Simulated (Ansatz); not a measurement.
## Electronic structure of Cl$_{3}$H$_{3}$OSi···HF in real space

The calculation's input:

```
crystal:
  periodic: [false, false, false]
  atoms:
    - {symbol: Si, position_ang: [-0.085525, 0.841616, -0.741244]}
    - {symbol: Cl, position_ang: [1.475703, -0.777509, -1.081635]}
    - {symbol: Cl, position_ang: [-1.472054, -0.047531, -1.945320]}
    - {symbol: Cl, position_ang: [-1.362191, 2.397010, 0.062858]}
    - {symbol: H, position_ang: [0.897808, 1.795772, -1.258615]}
    - {symbol: H, position_ang: [0.057709, -0.769585, 1.155004]}
    - {symbol: O, position_ang: [-0.116101, 0.201204, 0.949438]}
    - {symbol: H, position_ang: [0.943693, -2.037926, 0.281525]}
    - {symbol: F, position_ang: [0.484350, -2.224508, 1.112764]}
    - {symbol: H, position_ang: [-0.823292, 0.621657, 1.465224]}
basis:
  gaussian: {orbitals: def2-TZVPP}
hamiltonian: {xc: pbe0, dispersion: d4}
output: {orbitals: {seedname: orbitals}}
```

Run with:

```sh
ansatz run in.yaml --threads 8 --pin off --events-out ev --progress --plain --max-ram 19148MiB
```

The reactant side of a reaction path; geometry: PBE0-D4/def2-TZVP.

Theory: Ansatz, RKS PBE0-D4/def2-TZVPP.

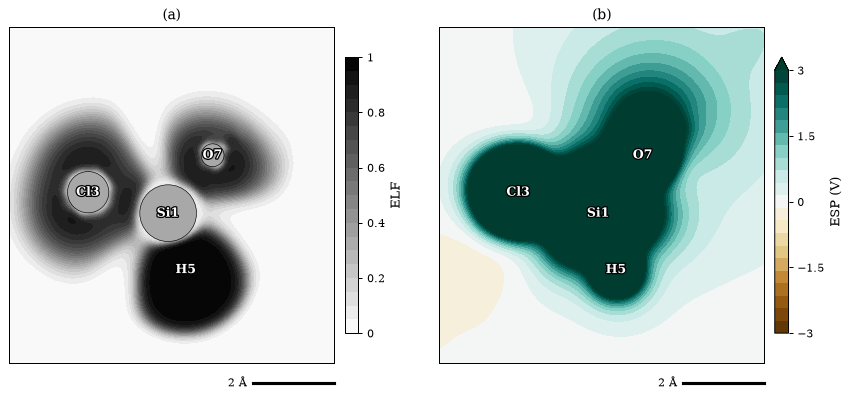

Figure 1. (a) electron localisation function; (b) molecular electrostatic potential on the plane of atoms Cl3, Si1 and H5. Grey discs cover the atomic cores in the ELF map.

What do the fields say about this system?

Answer.
- The section cuts through Si, Cl, H and O sites.
- Si–O (1.81 Å): the ELF peaks at about 0.90 between the atoms; a polar covalent bond.
- Si–Cl (2.04 Å): the ELF peaks at about 0.85 between the atoms, as expected for a shared but strongly polarised pair.
- The ELF also peaks beside Cl3 and O7, away from the bonds: lone-pair regions.
- The potential has no marked negative region in this plane.

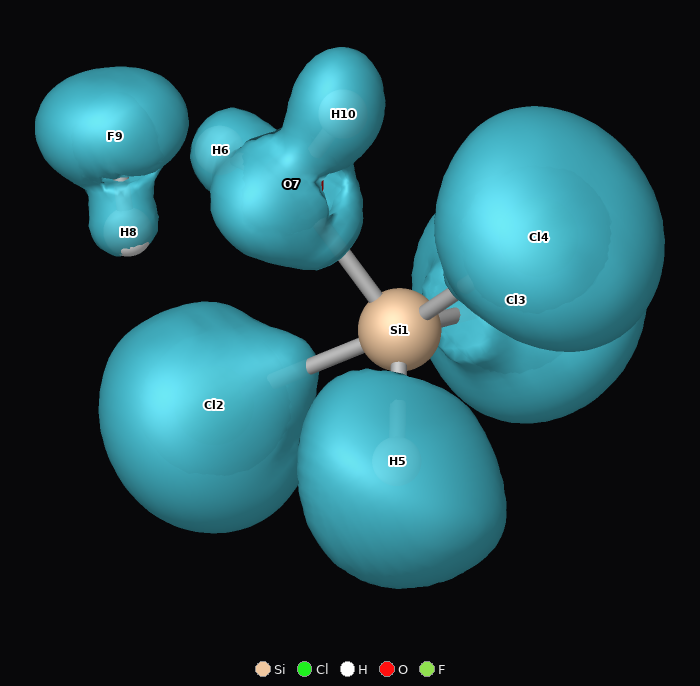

Figure 2. Isosurface of the ELF at 0.8 (cyan), seen at a tilt. Core shells and regions of very low density are left out.

Describe the localisation domains.

Answer. The ELF exceeds this value in one region around a hydrogen nucleus, three regions on Cl in which the atom's valence shell and bonds are merged, one joined region spread over several atoms (F, H), in which their bonds and any lone pairs are merged and one joined region spread over several atoms (H, O), in which their bonds and any lone pairs are merged.


F9···H6 (1.52 Å): the ELF dips to about 0.25 between them; a closed-shell contact with the geometry of a hydrogen bond.

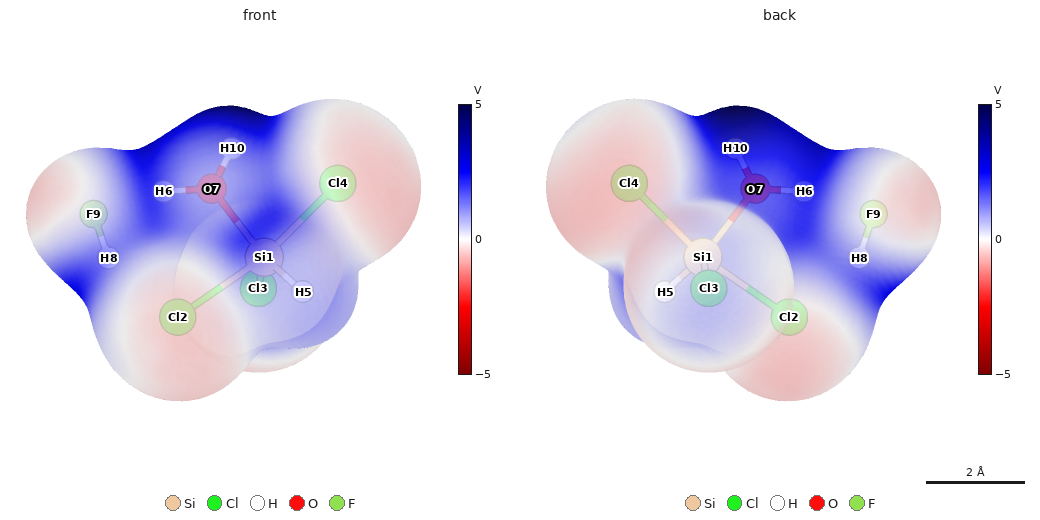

Figure 3. The electrostatic potential painted on the density surface at 0.004 e/bohr³, seen from the front and from behind; red is negative and blue positive.

Which sites attract a positive test charge, and which a negative one?

Answer. A positive charge is drawn to the negative regions and a negative charge to the positive ones. The most negative region (about −0.6 V, or −14 kcal/mol for a unit charge) lies over Cl2 and Cl4, the most positive (about +4.8 V, or +111 kcal/mol for a unit charge) over H10. Cl3 shows a σ-hole: about +0.6 V, or +14 kcal/mol for a unit charge at the tip opposite its bond, against about −0.2 V on its flanks.

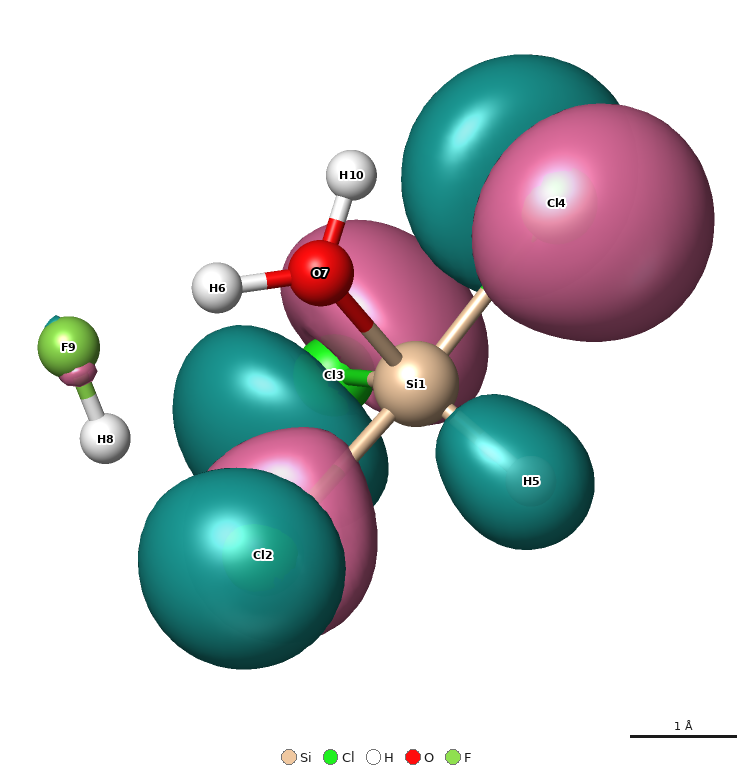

Figure 4. The HOMO at ±0.08 Å⁻³ᐟ² (teal and pink are the two phases), seen at a tilt.

What is the character of this orbital?

Answer. It lies mainly on Cl4 (about 45 %), Cl3 (about 30 %) and Cl2 (about 15 %); largely a combination of lone pairs on Cl4, Cl3 and Cl2. Its energy is −8.62 eV.
